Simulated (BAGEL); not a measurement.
# HF/STO-3G (density fitting with cc-pvqz-jkfit) run of SiHCl3 (SMILES Cl[SiH](Cl)Cl)

Aim: the energy change on altering one bond length of SiHCl3 at HF/STO-3G (density fitting with cc-pvqz-jkfit), from 2 runs. 

The results are computed with BAGEL 1.2.2.

9 further runs of the same task are left out: 5 that didn't finish, 4 set aside as unsound or not needed.

## Step 1: Starting point

SiHCl3: 5 atoms, total charge 0, spin state singlet. As SMILES, `Cl[SiH](Cl)Cl`. The coordinates come from a PBE0-D4/def2-TZVP relaxation.

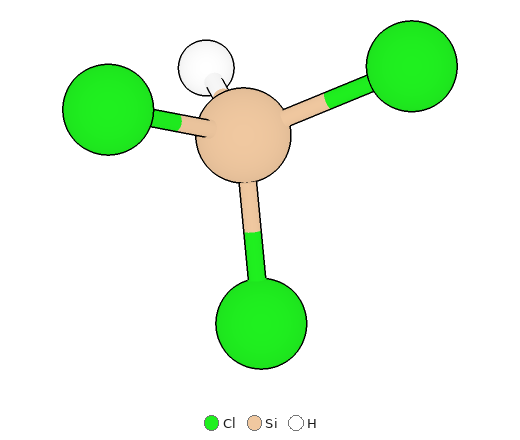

Viewed from a chosen angle; chlorine green, silicon light orange, hydrogen white.

## Step 2: The energy at HF/STO-3G (density fitting with cc-pvqz-jkfit)

Contents of calc.json:

```json
{ "bagel": [

{
  "title": "molecule",
  "basis": "sto-3g",
  "df_basis": "cc-pvqz-jkfit",
  "angstrom": "true",
  "geometry": [
    { "atom": "Cl", "xyz": [       1.690930,      -0.571430,       0.891880 ] },
    { "atom": "Si", "xyz": [      -0.081300,      -0.012690,       0.075440 ] },
    { "atom": "Cl", "xyz": [       0.017700,       1.933700,      -0.491290 ] },
    { "atom": "Cl", "xyz": [      -0.476020,      -1.170520,      -1.544190 ] },
    { "atom": "H", "xyz": [      -1.151310,      -0.179060,       1.068150 ] }
  ]
},

{ "title": "hf" },

{ "title": "print", "file": "orbitals.molden", "orbitals": "true" }

]}
```

The run is started by

```console
$ BAGEL_NUM_THREADS=1 BAGEL calc.json > calc.out
```

The program printed:

```text
* using 1 threads per process

  ===============================================================
  ===============================================================

  *** Geometry ***

  { "atom" : "Cl", "xyz" : [      3.195395,     -1.079846,      1.685409 ] },
  { "atom" : "Si", "xyz" : [     -0.153635,     -0.023981,      0.142561 ] },
  { "atom" : "Cl", "xyz" : [      0.033448,      3.654163,     -0.928404 ] },
  { "atom" : "Cl", "xyz" : [     -0.899547,     -2.211962,     -2.918096 ] },
  { "atom" : "H", "xyz" : [     -2.175661,     -0.338374,      2.018511 ] },

  Number of auxiliary basis functions:      643

  Since a DF basis is specified, we compute 2- and 3-index integrals:
    o Being stored without compression. Storage requirement is 0.007 GB

  Number of basis functions:       37
  Number of electrons      :       66

    * METHOD: MOLECULE                             0.32

  *** RHF ***

  === Nuclear Repulsion ===
   338.9908477643

      * DIIS with orbital gradients will be used.

  === RHF iteration (sto-3g) ===
      0      -1649.96675873          0.01207013           0.06
      1      -1650.07447496          0.00233752           0.06
      2      -1650.07786122          0.00036438           0.05
      3      -1650.07804846          0.00004607           0.05
      4      -1650.07805182          0.00000532           0.05
      5      -1650.07805186          0.00000102           0.06
      6      -1650.07805186          0.00000025           0.05
      7      -1650.07805186          0.00000004           0.06
      8      -1650.07805186          0.00000000           0.05
    * SCF iteration converged.

    * Permanent dipole moment:
           (    0.661518,     0.103069,    -0.613797) a.u.

    * METHOD: HF                                   0.60

    * METHOD: PRINT                                0.00

  ===============================================================
```

Wall time 1.1 s (1 thread of Arm Neoverse V1, shared host).

## Step 3: The distorted shape

Contents of input.json:

```json
{ "bagel": [

{
  "title": "molecule",
  "basis": "sto-3g",
  "df_basis": "cc-pvqz-jkfit",
  "angstrom": true,
  "geometry": [
    { "atom": "Cl", "xyz": [    1.611732,   -2.128501,    1.345252 ] },
    { "atom": "Si", "xyz": [   -0.160498,   -1.569761,    0.528812 ] },
    { "atom": "Cl", "xyz": [    0.017700,    1.933700,   -0.491290 ] },
    { "atom": "Cl", "xyz": [   -0.555218,   -2.727591,   -1.090818 ] },
    { "atom": "H", "xyz": [   -1.230508,   -1.736131,    1.521522 ] }
  ]
},
{
  "title": "hf"
},
{
  "title": "print",
  "file": "orbitals.molden",
  "orbitals": true
}

]}
```

The run is started by

```console
$ BAGEL_NUM_THREADS=1 BAGEL input.json > input.out
```

The program printed:

```text
* using 1 threads per process

  ===============================================================
  ===============================================================

  *** Geometry ***

  { "atom" : "Cl", "xyz" : [      3.045732,     -4.022284,      2.542158 ] },
  { "atom" : "Si", "xyz" : [     -0.303297,     -2.966418,      0.999310 ] },
  { "atom" : "Cl", "xyz" : [      0.033448,      3.654163,     -0.928404 ] },
  { "atom" : "Cl", "xyz" : [     -1.049210,     -5.154400,     -2.061347 ] },
  { "atom" : "H", "xyz" : [     -2.325323,     -3.280812,      2.875260 ] },

  Number of auxiliary basis functions:      643

  Since a DF basis is specified, we compute 2- and 3-index integrals:
    o Being stored without compression. Storage requirement is 0.007 GB

  Number of basis functions:       37
  Number of electrons      :       66

    * METHOD: MOLECULE                             0.32

  *** RHF ***

  === Nuclear Repulsion ===
   282.6761699157

      * DIIS with orbital gradients will be used.

  === RHF iteration (sto-3g) ===
      0      -1649.64647762          0.01313445           0.06
      1      -1649.51583020          0.01488041           0.06
      2      -1649.81933103          0.00376052           0.06
      3      -1649.84298116          0.00101438           0.06
      4      -1649.84433960          0.00015959           0.06
      5      -1649.84438001          0.00004470           0.06
      6      -1649.84438673          0.00002968           0.06
      7      -1649.84439220          0.00002107           0.06
      8      -1649.84439780          0.00000610           0.06
      9      -1649.84439819          0.00000154           0.05
     10      -1649.84439820          0.00000038           0.05
     11      -1649.84439820          0.00000010           0.06
     12      -1649.84439820          0.00000003           0.05
     13      -1649.84439820          0.00000001           0.05
    * SCF iteration converged.

    * Permanent dipole moment:
           (    0.666655,     2.028887,    -1.091972) a.u.

    * METHOD: HF                                   0.89

    * METHOD: PRINT                                0.00

  ===============================================================
```

Wall time 1.4 s (1 thread of Arm Neoverse V1, shared host).

## Step 4: Results

Level: HF/STO-3G (density fitting with cc-pvqz-jkfit).

| quantity | value |
| --- | --- |
| first shape: total energy | -1650.07805 Eh |
| first shape: dipole moment | 2.31 D |
| first shape: HOMO energy | -11.40 eV |
| first shape: LUMO energy | 6.46 eV |
| first shape: HOMO–LUMO gap | 17.86 eV |
| distorted shape: total energy | -1649.84440 Eh |
| distorted shape: dipole moment | 6.10 D |
| distorted shape: HOMO energy | -6.69 eV |
| distorted shape: LUMO energy | -1.10 eV |
| distorted shape: HOMO–LUMO gap | 5.59 eV |
| energy change with the Si2–Cl3 bond stretched from 2.030 to 3.653 Å | 6.358 eV |

What this shows: One bond (distorted shape) is far stretched, which a spin-restricted single reference describes badly; a broken-symmetry solution may lie lower. With the Si2–Cl3 bond stretched from 2.030 to 3.653 Å the energy rises by 6.36 eV (613 kJ/mol). The first shape isn't relaxed at this level, so the change isn't measured from a minimum. A restricted reference can't describe the breaking bond well at this length. The minimal basis adds a large error of its own.
